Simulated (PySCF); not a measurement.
SMILES C=[SiH] (CH3Si), doublet, CAM-B3LYP/def2-SVP optimised geometry. Atoms within 1.6 Å of the plane z = 0.0 Å (x, y, z in Å): C1 (0.95, -0.18, 0.00), Si2 (-0.76, -0.18, 0.00), H3 (1.55, -1.09, 0.00), H4 (1.50, 0.76, 0.00), H5 (-1.55, 1.09, 0.00).

Computed with unrestricted CAM-B3LYP/def2-TZVP in PySCF. Cells within 0.4 Å of a nucleus heavier than hydrogen are left out (blank, or x).

Map of the log10 of the electron density (e/bohr³), floored at −4 on the plane z = 0.0 Å:

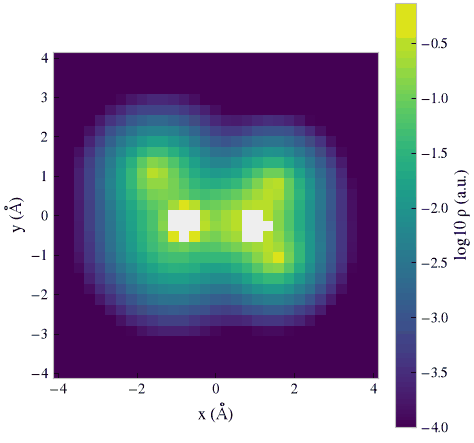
Fig. 1. Log10 of the electron density (e/bohr³), floored at −4 on the plane z = 0.0 Å.
